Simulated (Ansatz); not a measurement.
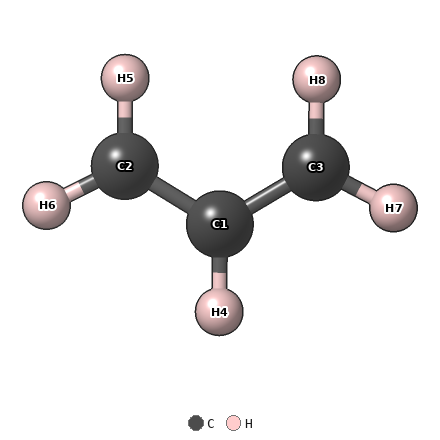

The system is C3H5, charge +1; the picture shows the reference structure. Coordinates scanned: (1) bond length C1–C3; (2) angle C1–C3–H8. Nothing is relaxed (all other coordinates rigid). The grid has 15 × 15 points. Points are written as (first, second). Energies: kcal/mol, counted from the lowest grid point. The reference is spin-restricted, which grows unreliable where a bond is stretched far. The calculation used RHF/def2-TZVP (Ansatz 0.2.0).

Its coordinates:

```
atom    x (Å)    y (Å)    z (Å)
   C  -0.5172  -0.1442   0.0770
   C  -0.1385   1.1710   0.1008
   C   0.4530  -1.0833  -0.1478
   H  -1.5397  -0.4293   0.2295
   H   0.8863   1.4605  -0.0518
   H  -0.8491   1.9605   0.2725
   H   0.2255  -2.1344  -0.1791
   H   1.4796  -0.8007  -0.3012
```

Range: bond length C1–C3 from 1.122 to 2.053 Å; angle C1–C3–H8 from 96.3 to 146.3°.

Predict the map.

The lowest grid point is at (1.388 Å, 121.3°). No other kind of well shows on this grid. The highest grid point, (2.053 Å, 146.3°), lies 97 kcal/mol above the lowest. Round the minimum the two coordinates are nearly uncoupled.

```
angle C1–C3–H8 ↓, bond length C1–C3 →  1.122  1.189  1.255  1.322  1.388  1.455  1.521  1.588  1.654  1.721  1.787  1.854  1.920  1.987  2.053
                                146.3     80     47     28     19     17     20     25     33     42     52     62     71     80     89     97
                                142.7     74     42     23     14     12     15     21     30     39     49     58     68     77     86     94
                                139.2     70     37     19     10      9     12     18     26     36     46     56     66     75     84     92
                                135.6     66     33     15      7      6      9     15     24     33     44     54     64     73     82     91
                                132.0     63     31     13      4      3      7     13     22     31     42     52     62     72     81     90
                                128.4     61     29     11      3      1      5     11     20     30     40     51     61     71     80     89
                                124.9     59     27     10      2      0      4     11     19     29     40     50     60     70     79     88
                                121.3     59     27      9      1      0      4     10     19     29     39     50     60     70     79     88
                                117.7     60     28     10      2      0      4     10     19     29     39     50     60     70     79     88
                                114.2     61     29     11      3      1      5     11     20     30     40     50     61     70     80     88
                                110.6     64     31     13      5      3      6     13     21     31     41     52     62     71     81     89
                                107.0     68     35     16      7      6      9     15     23     33     43     53     63     73     82     90
                                103.4     72     39     20     11      9     12     18     26     35     45     55     65     74     83     92
                                 99.9     78     44     25     15     13     15     21     29     38     48     58     67     77     85     94
                                 96.3     85     50     31     21     18     20     25     33     42     51     61     70     79     88     96
```

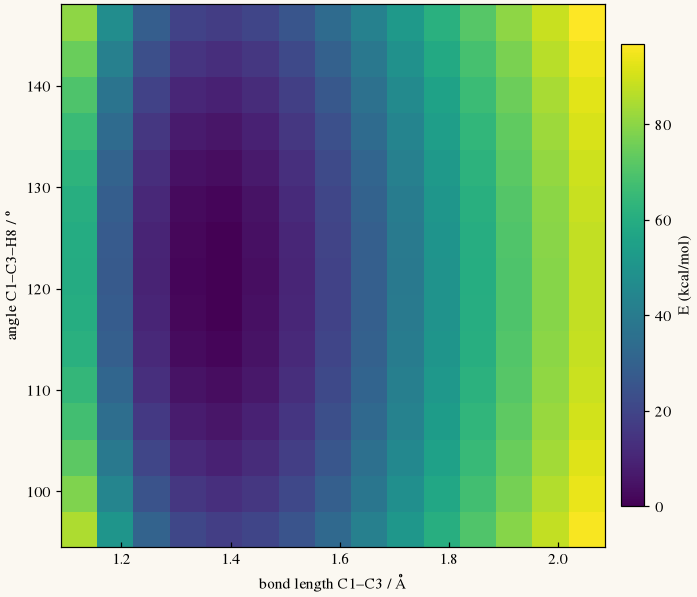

The picture shows one coloured cell a grid point.

Time for the 225 points that were run: 7.8 min on 1 thread of Intel(R) Xeon(R) Platinum 8259CL CPU @ 2.50GHz (Skylake/Cascade Lake), on a shared host.
